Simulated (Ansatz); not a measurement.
# (SiC)1(MgO)3 [0001] superlattice, started as wurtzite: following an unstable mode, part 2 of 3

Wanted: the energy along a soft mode of (SiC)1(MgO)3 [0001] superlattice, started as wurtzite and the structure at the end.

Ansatz 0.2.0; DFT PBEsol, scalar-relativistic, plane waves, PAW.

So far. Step 4 (The mode frozen in, largest atomic shift 0.32 Å): The run ends at a pressure of 2.08 GPa, with forces up to 0.98 eV/Å. Step 5 (Energy along the mode, all amplitudes (two of the runs …): The lowest of the steps tried is at 0.32 Å, 23.8 meV/atom below the parent; the bottom of the well need not coincide with a step.

The structure was built from a prototype and need not be the compound's stable phase.

## Step 6: Relaxing from the distorted cell

Starting from the lowest point found, all atoms and the cell are let go, so that strain and other modes of the same symmetry can join in.

Input file input.yaml:

```yaml
crystal:
  lattice:
    - [3.3151963347, 0.0, 0.0]
    - [-1.6575981673, 2.8710442444, 0.0]
    - [0.0, 0.0, 10.3376472504]
  atoms:
    - { symbol: C, position: [0.3428721204, 0.6669654155, 0.1757132718] }
    - { symbol: Mg, position: [0.6713557117, 0.3334801913, 0.2549953568] }
    - { symbol: Mg, position: [0.3329185283, 0.6666536752, 0.495321953] }
    - { symbol: Mg, position: [0.6621876429, 0.3331930531, 0.7348127706] }
    - { symbol: O, position: [0.6666408386, 0.3333325244, 0.4508227608] }
    - { symbol: O, position: [0.329756991, 0.6665546579, 0.6900257389] }
    - { symbol: O, position: [0.5686430679, 0.3302632952, 0.9369077861] }
    - { symbol: Si, position: [0.3873236334, 0.6683576093, 0.0114003619] }
kpoints:
  mp_grid: { grid: [12, 12, 4] }
hamiltonian:
  xc: pbesol
scf:
  occupations: { method: methfessel_paxton, width: 0.2 }
output:
  forces: true
  stress: true
  eigenvalues: true
relax:
  adjacent_minimum: "off"
  f_tol: 0.002
  max_steps: 120
  cell: { stress_tol: 0.03 }
```

Launch:

```bash
$ ansatz run input.yaml --threads 4 --pin off --max-ram 14336MiB --backend cpu --events-out ev --progress --plain --runs-dir out
```

Numbers of over 12 decimals in the logs are rounded to 6 here.

The log of the run:

```text
[...]
Crystal: 8 atoms, lattice volume = 98.395 Å³
Basis set: ecut = 420 eV, 1967 PW (Γ), exchange–correlation on 48×48×144 points (8 copies of the dense FFT grid, shifted against one another)
Bands: 36, of which v1, the nominal top of the filled ones, is band 28 counted from 1 (27 counted from 0)
Symmetry: 1 space group operations
[...]
k-points: 292 of 576 (time reversal used)
[...]
SCF iter   1: F=—  HF=-8290.618377 eV  |F-HF|=—  |Δ(HF+E_count)|=         —  Δρ=1.45e-2  dr2=3.67e-1  ethr=1.77e-3  ⟨swp⟩=6.6  Hψ=46865  notcnv=0
[...]
SCF iter  13: F=-8290.537214 eV  HF=-8290.537214 eV  |F-HF|=4.71e-10  |Δ(HF+E_count)|=   1.37e-8  S|Δr|=    0.00e0  Δρ=2.85e-6  dr2=1.21e-8  ethr=1.79e-10  ⟨swp⟩=10.5  Hψ=43469  notcnv=0
SCF 1 converged in 13 iterations: F = -8290.537214 eV  dr2 = 1.21e-8
[...]
relax step   1: F+E_penalty+E_count = -8290.53721356 eV  Δ(F+E_penalty+E_count) = +0.000e0 eV  max|allowed force component| = 9.592e-1 eV/Å  Δτ_max = 0.0000 Å  P = +2.079 GPa  Ω = 98.395 Å³  (13 SCF iters, dr2 threshold 1.00e-7 eV, accepted)
Crystal: 8 atoms, lattice volume = 99.984 Å³
Basis set: ecut = 420 eV, 1983 PW (Γ), exchange–correlation on 48×48×144 points (8 copies of the dense FFT grid, shifted against one another)
[...]
iter 1 solved again at ethr=1.15e-4 eV; its pass at ethr=3.10e-3 eV (dr2=6.45e-2 eV) is discarded
[...]
SCF iter   8: F=-8290.663862 eV  HF=-8290.663862 eV  |F-HF|=3.46e-9  |Δ(HF+E_count)|=   1.41e-7  S|Δr|=    0.00e0  Δρ=6.06e-6  dr2=2.06e-8  ethr=1.43e-9  ⟨swp⟩=5.0  Hψ=36830  notcnv=0
SCF 2 converged in 8 iterations: F = -8290.663862 eV  dr2 = 2.06e-8
relax step   2: F+E_penalty+E_count = -8290.66386245 eV  Δ(F+E_penalty+E_count) = -1.266e-1 eV  max|allowed force component| = 4.711e-1 eV/Å  Δτ_max = 0.0760 Å  P = +0.296 GPa  Ω = 99.984 Å³  energy of the carried Pulay correction = -4.177e-3 eV  (8 SCF iters, dr2 threshold 8.00e-7 eV, accepted)
Crystal: 8 atoms, lattice volume = 101.655 Å³
Basis set: ecut = 420 eV, 2007 PW (Γ), exchange–correlation on 48×48×144 points (8 copies of the dense FFT grid, shifted against one another)
[...]
SCF iter   7: F=-8290.761090 eV  HF=-8290.761090 eV  |F-HF|=5.58e-7  |Δ(HF+E_count)|=   3.20e-7  S|Δr|=    0.00e0  Δρ=1.95e-5  dr2=6.59e-7  ethr=1.43e-9  ⟨swp⟩=7.6  Hψ=45876  notcnv=0
SCF 3 converged in 7 iterations: F = -8290.761090 eV  dr2 = 6.59e-7
relax step   3: F+E_penalty+E_count = -8290.76108982 eV  Δ(F+E_penalty+E_count) = -9.723e-2 eV  max|allowed force component| = 4.502e-1 eV/Å  Δτ_max = 0.1231 Å  P = -1.340 GPa  Ω = 101.655 Å³  energy of the carried Pulay correction = -8.495e-3 eV  (7 SCF iters, dr2 threshold 8.00e-7 eV, accepted)
[... from here on, the SCF cycles and remarks between the steps are left out ...]
relax step   4: F+E_penalty+E_count = -8290.83393480 eV  Δ(F+E_penalty+E_count) = -7.284e-2 eV  max|allowed force component| = 4.137e-1 eV/Å  Δτ_max = 0.2000 Å  P = -0.242 GPa  Ω = 99.999 Å³  energy of the carried Pulay correction = -4.214e-3 eV  (12 SCF iters, dr2 threshold 8.00e-7 eV, accepted)
relax step   5: F+E_penalty+E_count = -8290.87288486 eV  Δ(F+E_penalty+E_count) = -3.895e-2 eV  max|allowed force component| = 1.611e-1 eV/Å  Δτ_max = 0.1097 Å  P = +0.079 GPa  Ω = 99.310 Å³  energy of the carried Pulay correction = -2.413e-3 eV  (11 SCF iters, dr2 threshold 8.00e-7 eV, accepted)
relax step   6: F+E_penalty+E_count = -8290.87902939 eV  Δ(F+E_penalty+E_count) = -6.145e-3 eV  max|allowed force component| = 2.735e-1 eV/Å  Δτ_max = 0.0743 Å  P = +0.191 GPa  Ω = 99.290 Å³  energy of the carried Pulay correction = -2.361e-3 eV  (9 SCF iters, dr2 threshold 8.00e-7 eV, accepted)
relax step   7: F+E_penalty+E_count = -8290.88079127 eV  Δ(F+E_penalty+E_count) = -1.762e-3 eV  max|allowed force component| = 6.182e-2 eV/Å  Δτ_max = 0.0153 Å  P = -0.043 GPa  Ω = 99.412 Å³  energy of the carried Pulay correction = -2.680e-3 eV  (8 SCF iters, dr2 threshold 8.00e-7 eV, accepted)
relax step   8: F+E_penalty+E_count = -8290.88099995 eV  Δ(F+E_penalty+E_count) = -2.087e-4 eV  max|allowed force component| = 1.135e-2 eV/Å  Δτ_max = 0.0092 Å  P = -0.045 GPa  Ω = 99.414 Å³  energy of the carried Pulay correction = -2.687e-3 eV  (7 SCF iters, dr2 threshold 2.39e-7 eV, accepted)
relax step   9: F+E_penalty+E_count = -8290.88114841 eV  Δ(F+E_penalty+E_count) = -1.485e-4 eV  max|allowed force component| = 2.601e-3 eV/Å  Δτ_max = 0.0019 Å  P = +0.003 GPa  Ω = 99.367 Å³  energy of the carried Pulay correction = -2.563e-3 eV  (7 SCF iters, dr2 threshold 2.02e-8 eV, accepted)
relax step  10: F+E_penalty+E_count = -8290.88113538 eV  Δ(F+E_penalty+E_count) = +1.303e-5 eV  max|allowed force component| = 1.335e-3 eV/Å  Δτ_max = 0.0003 Å  P = -0.005 GPa  Ω = 99.372 Å³  energy of the carried Pulay correction = -2.577e-3 eV  (9 SCF iters, dr2 threshold 4.23e-10 eV, accepted)
relax step  11: F+E_penalty+E_count = -8290.92667354 eV  Δ(F+E_penalty+E_count) = -4.554e-2 eV  max|allowed force component| = 3.158e-3 eV/Å  Δτ_max = 0.0000 Å  P = +0.537 GPa  Ω = 99.372 Å³  stress off target by 1.64e0 GPa  SCF on the basis re-selected at this cell (its energy is not comparable with the rows above)  (12 SCF iters)
relax step  12: F+E_penalty+E_count = -8290.93437768 eV  Δ(F+E_penalty+E_count) = -7.704e-3 eV  max|allowed force component| = 1.337e-1 eV/Å  Δτ_max = 0.0564 Å  P = -0.024 GPa  Ω = 99.684 Å³  energy of the carried Pulay correction = -8.507e-4 eV  (9 SCF iters, dr2 threshold 8.00e-7 eV, accepted)
relax step  13: F+E_penalty+E_count = -8290.93550981 eV  Δ(F+E_penalty+E_count) = -1.132e-3 eV  max|allowed force component| = 1.949e-2 eV/Å  Δτ_max = 0.0112 Å  P = +0.008 GPa  Ω = 99.698 Å³  energy of the carried Pulay correction = -8.797e-4 eV  (7 SCF iters, dr2 threshold 8.00e-7 eV, accepted)
relax step  14: F+E_penalty+E_count = -8290.93558300 eV  Δ(F+E_penalty+E_count) = -7.319e-5 eV  max|allowed force component| = 5.290e-3 eV/Å  Δτ_max = 0.0039 Å  P = +0.004 GPa  Ω = 99.695 Å³  energy of the carried Pulay correction = -8.692e-4 eV  (9 SCF iters, dr2 threshold 2.37e-8 eV, accepted)
relax step  15: F+E_penalty+E_count = -8290.93557134 eV  Δ(F+E_penalty+E_count) = +1.166e-5 eV  max|allowed force component| = 4.015e-3 eV/Å  Δτ_max = 0.0014 Å  P = -0.005 GPa  Ω = 99.701 Å³  energy of the carried Pulay correction = -8.826e-4 eV  (10 SCF iters, dr2 threshold 1.75e-9 eV, accepted)
relax step  16: F+E_penalty+E_count = -8290.93557986 eV  Δ(F+E_penalty+E_count) = -8.521e-6 eV  max|allowed force component| = 7.770e-4 eV/Å  Δτ_max = 0.0008 Å  P = -0.001 GPa  Ω = 99.698 Å³  energy of the carried Pulay correction = -8.767e-4 eV  (9 SCF iters, dr2 threshold 1.01e-9 eV, accepted)
relax step  17: F+E_penalty+E_count = -8290.93736752 eV  Δ(F+E_penalty+E_count) = -1.788e-3 eV  max|allowed force component| = 7.361e-4 eV/Å  Δτ_max = 0.0000 Å  P = +0.016 GPa  Ω = 99.698 Å³  stress off target by 1.28e-1 GPa  SCF on the basis re-selected at this cell (its energy is not comparable with the rows above)  (6 SCF iters)
relax step  18: F+E_penalty+E_count = -8290.93750022 eV  Δ(F+E_penalty+E_count) = -1.327e-4 eV  max|allowed force component| = 1.377e-3 eV/Å  Δτ_max = 0.0055 Å  P = +0.004 GPa  Ω = 99.689 Å³  energy of the carried Pulay correction = +2.884e-5 eV  (8 SCF iters, dr2 threshold 4.12e-8 eV, accepted)
[...]
SCF iter   1: F=—  HF=-8290.937473 eV  |F-HF|=—  |Δ(HF+E_count)|=         —  Δρ=2.64e-5  dr2=5.12e-8  ethr=2.59e-7  ⟨swp⟩=3.0  Hψ=72829  notcnv=0
eigensolver tolerance schedule: the retry pair's looser diagonalisation over-reported the residual by 2839.17 of it (diagonalisation noise at 0.31 of the residual, at the tolerance the schedule requests for it); recorded, not acted on — ethr = c·dr2/N_el stays at c = 1.0e-1
[...]
SCF iter   2: F=—  HF=-8290.937499 eV  |F-HF|=—  |Δ(HF+E_count)|=   2.56e-5  S|Δr|=    0.00e0  Δρ=1.35e-5  dr2=1.57e-8  ethr=9.13e-11  ⟨swp⟩=3.0  Hψ=24475  notcnv=0
[...]
SCF iter   8: F=-8290.937499 eV  HF=-8290.937499 eV  |F-HF|=1.82e-12  |Δ(HF+E_count)|=  1.82e-12  S|Δr|=    0.00e0  Δρ=8.34e-8  dr2=6.00e-12  ethr=1.00e-12  ⟨swp⟩=4.8  Hψ=46483  notcnv=0
SCF 19 converged in 8 iterations: F = -8290.937499 eV  dr2 = 6.00e-12
relax step  19: F+E_penalty+E_count = -8290.93749935 eV  Δ(F+E_penalty+E_count) = +8.752e-7 eV  max|allowed force component| = 1.376e-3 eV/Å  Δτ_max = 0.0000 Å  P = +0.004 GPa  Ω = 99.689 Å³  stress off target by 2.13e-2 GPa  SCF on the basis re-selected at this cell (its energy is not comparable with the rows above)  (8 SCF iters)
basis re-selected at this cell: Δ(F+E_penalty+E_count) = +8.752e-7 eV, ΔP = +0.000 GPa vs the last step (what re-selecting the basis moved, of the pressure what is left beyond the Pulay correction that the steps carried, after the strain that the cell walked since its last selection, with what the two solves' SCF thresholds leave and, on support functions, any second-order correction that the steps lacked; it is no m [...]
SCF converged after 8 iterations
[...]
Free energy (F): -8290.937499 eV
[...]
Internal energy: -8290.938122 eV  (E = F + TS)
E sigma→0 (E₀):  -8290.937655 eV
Entropy (-TS):   0.000623 eV (0.078 meV/atom)
Fermi energy:    7.648552 eV
[...]
--- Forces (eV/Å), atoms counted from 1 ---
  atom   1  C      0.00137635     0.00083652    -0.00031640
  atom   2  Mg    -0.00014444    -0.00011942     0.00048516
  atom   3  Mg     0.00007521     0.00007135     0.00028218
  atom   4  Mg    -0.00002033    -0.00003077    -0.00000618
  atom   5  O     -0.00033821    -0.00021659    -0.00044830
  atom   6  O     -0.00044801    -0.00024427    -0.00115294
  atom   7  O     -0.00001096     0.00004941     0.00063709
  atom   8  Si    -0.00049040    -0.00034668     0.00053281
  max |Σ_I F_I| component: 1.34e-5 eV/Å
--- Stress (GPa, compression-positive) ---
        0.009265       0.006683       0.011067
        0.006682       0.001492       0.006324
        0.011067       0.006325       0.001393
  P = ⅓ Tr σ = 0.0040 GPa (0.040 kbar)
--- Band table (eV; the first three rows and the last of 292) ---
  k-point 0: bands = [... 24 lower, 4.4776, 4.6460, 6.1630, 6.9551, 8.2366, 9.3201, 10.8795, 11.7923, ... 4 higher]
  k-point 1: bands = [... 24 lower, 4.3329, 4.4774, 6.3582, 6.9661, 8.2364, 9.1544, 11.0472, 11.7638, ... 4 higher]
  k-point 2: bands = [... 24 lower, 4.2911, 4.4776, 6.5230, 6.9852, 8.2364, 8.9968, 11.2174, 11.7195, ... 4 higher]
  k-point 291: bands = [... 24 lower, 3.7714, 4.1722, 4.6184, 6.0959, 8.7302, 10.4215, 11.4928, 11.8828, ... 4 higher]
--- Relaxed structure (16 steps of the walk, 16 accepted, 3 SCFs on fresh bases) ---
  F+E_penalty+E_count = -8290.93749935 eV   max|allowed force component| = 1.376e-3 eV/Å   (the final SCF, on the basis selected at the relaxed cell)
  cell:  # Å, volume = 99.6886 Å³
    - [3.489336, 0.207057, 0.218827]
    - [-1.565352, 2.711233, 2.186284693200813e-6]
    - [0.682358, 0.393968, 10.243568]
  atoms:
    - { symbol: C, position: [0.451233, 0.727860, 0.184306] }
    - { symbol: Mg, position: [0.793502, 0.399000, 0.256563] }
    - { symbol: Mg, position: [0.310609, 0.657546, 0.491372] }
    - { symbol: Mg, position: [0.559952, 0.282219, 0.724458] }
    - { symbol: O, position: [0.698482, 0.351487, 0.454891] }
    - { symbol: O, position: [0.210761, 0.607620, 0.688032] }
    - { symbol: O, position: [0.472117, 0.238301, 0.931863] }
    - { symbol: Si, position: [0.465044, 0.734769, 0.018515] }
```

Wall time 4.8 min (4 threads of Intel Xeon Platinum 8488C (Sapphire Rapids), shared host); peak memory 1.1 GiB; 19 min of CPU time.

Step by step:

```tsv
step	energy less that of the first step (eV)	largest force component (eV/Å)	pressure (GPa)	volume (Å³)
1	0.0000	0.9592	2.08	98.39
2	-0.1266	0.4711	0.30	99.98
3	-0.2239	0.4502	-1.34	101.66
4	-0.2967	0.4137	-0.24	100.00
5	-0.3357	0.1611	0.08	99.31
6	-0.3418	0.2735	0.19	99.29
7	-0.3436	0.0618	-0.04	99.41
8	-0.3438	0.0114	-0.05	99.41
9	-0.3439	0.0026	0.00	99.37
10	-0.3439	0.0013	0.00	99.37
11*	-0.3895	0.0032	0.54	99.37
12	-0.3972	0.1337	-0.02	99.68
13	-0.3983	0.0195	0.01	99.70
14	-0.3984	0.0053	0.00	99.70
15	-0.3984	0.0040	-0.01	99.70
16	-0.3984	0.0008	0.00	99.70
17*	-0.4002	0.0007	0.02	99.70
18	-0.4003	0.0014	0.00	99.69
19*	-0.4003	0.0014	0.00	99.69
```

Relaxation steps marked * repeat the geometry before them on a plane-wave basis chosen anew for their cell, so energy and pressure can jump there.

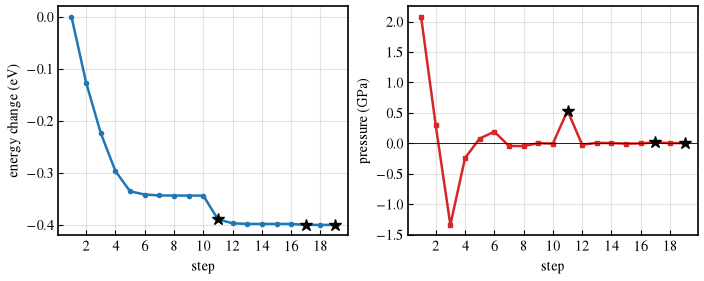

Energy and pressure along the relaxation. Stars mark steps on a basis chosen anew.

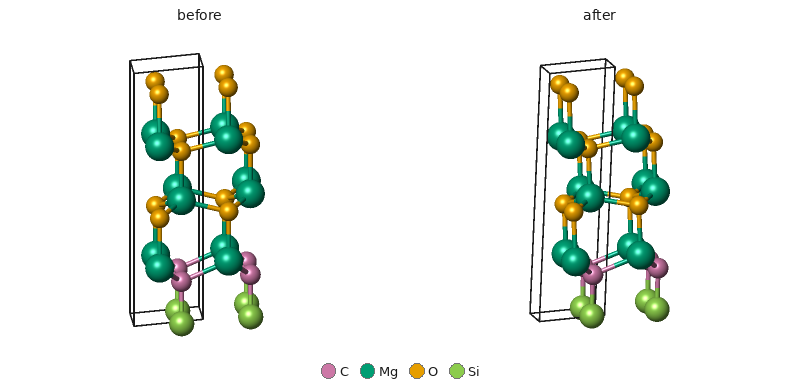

The structure before and after the relaxation, drawn at the same scale.

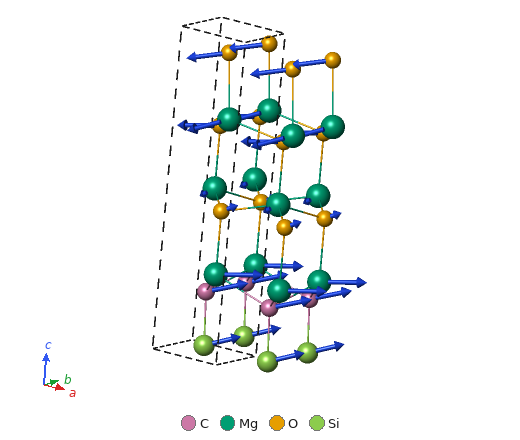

Displacements in the relaxation, exaggerated, measured against the changing cell; the longest in the cell stands for 0.39 Å. 2×2×1 cells are drawn.

```tsv
cell as run	before	after	change
a (Å)	3.315	3.502	+5.6 %
b (Å)	3.315	3.131	-5.6 %
c (Å)	10.338	10.274	-0.6 %
β (°)	90.00	82.49	-8.3 %
γ (°)	120.00	116.55	-2.9 %
volume (Å³/atom)	12.30	12.46	+1.3 %
```

The atoms that moved most (Å, as changes of fractional coordinates times the final cell):

```tsv
atom	dx	dy	dz	length
Mg2	0.325	0.204	0.043	0.386
O6	-0.324	-0.185	-0.046	0.376
C1	0.289	0.191	0.112	0.364
Mg4	-0.284	-0.163	-0.128	0.352
O7	-0.196	-0.271	-0.073	0.343
Si8	0.172	0.199	0.090	0.278
O5	0.085	0.057	0.049	0.114
Mg3	-0.066	-0.031	-0.045	0.086
```

This step gave:

```yaml
pressure: 0.004050 GPa
volume_per_atom: 12.46 Å³
```

The distorted start has space group P1; the relaxation ends in Cm.

## Step 7: The new phase in its own primitive cell

The relaxed structure is symmetrised, reduced to its primitive cell and relaxed tightly, as its phonons need.

Input file input.yaml:

```yaml
crystal:
  lattice:
    - [3.1330248874, -1.5653360501, 0.0]
    - [3.1330248874, 1.5653360501, 0.0]
    - [-1.5014663637, 0.0, 10.163518339]
  atoms:
    - { symbol: C, position: [0.2721397764, 0.2721397764, 0.184306275] }
    - { symbol: Mg, position: [0.6010052404, 0.6010052404, 0.256563011] }
    - { symbol: Mg, position: [0.3424514058, 0.3424514058, 0.4913723816] }
    - { symbol: Mg, position: [0.717780218, 0.717780218, 0.7244578776] }
    - { symbol: O, position: [0.6485152048, 0.6485152048, 0.4548905667] }
    - { symbol: O, position: [0.3923754188, 0.3923754188, 0.6880316999] }
    - { symbol: O, position: [0.7616977262, 0.7616977262, 0.9318633859] }
    - { symbol: Si, position: [0.2652340575, 0.2652340575, 0.0185148022] }
kpoints:
  mp_grid: { grid: [12, 12, 4] }
hamiltonian:
  xc: pbesol
scf:
  occupations: { method: methfessel_paxton, width: 0.2 }
output:
  forces: true
  stress: true
  eigenvalues: true
relax:
  adjacent_minimum: "off"
  f_tol: 0.001
  max_steps: 60
  cell: { stress_tol: 0.01 }
```

The log of the run:

```text
[...]
Crystal: 8 atoms, lattice volume = 99.689 Å³
Basis set: ecut = 420 eV, 1927 PW (Γ), exchange–correlation on 48×48×144 points (8 copies of the dense FFT grid, shifted against one another)
Bands: 36, of which v1, the nominal top of the filled ones, is band 28 counted from 1 (27 counted from 0)
Symmetry: 2 space group operations
[...]
k-points: 164 of 576 (time reversal used)
[...]
atoms:
    - { symbol: C, position: [0.271699, 0.271699, 0.184267] }
    - { symbol: Mg, position: [0.600698, 0.600698, 0.256562] }
    - { symbol: Mg, position: [0.342467, 0.342467, 0.491379] }
    - { symbol: Mg, position: [0.718095, 0.718095, 0.724491] }
    - { symbol: O, position: [0.648466, 0.648466, 0.454868] }
    - { symbol: O, position: [0.392642, 0.392642, 0.688020] }
    - { symbol: O, position: [0.761915, 0.761915, 0.931887] }
    - { symbol: Si, position: [0.265216, 0.265216, 0.018526] }
[key lines of the parts left out:]
SCF converged after 11 iterations
Free energy (F): -8290.937502 eV
Fermi energy:    7.649628 eV
P = ⅓ Tr σ = 0.0008 GPa (0.008 kbar)
```

Elapsed: 82 s, on 4 threads; peak memory 0.78 GiB.

Little changed from the start: no atom moved by 0.005 Å and no cell edge by 0.1 %.

This step gave:

```
pressure : 8.35e-4 GPa
```

The largest force component left is 0.64 meV/Å and the pressure is 0.001 GPa, within the tolerances set. The cell now holds 12.46 Å³/atom.

[end of part 2 of 3]

[Logs are printed without paths, hosts, clocks, repeated set-up lines and the standing remarks that a program may print on its own settings, such as how far it seeks lower states.]

[Hosts, paths, dates, database ids (printed as entryN), source tags and the programs' standing remarks are cut or masked in the printed files.]
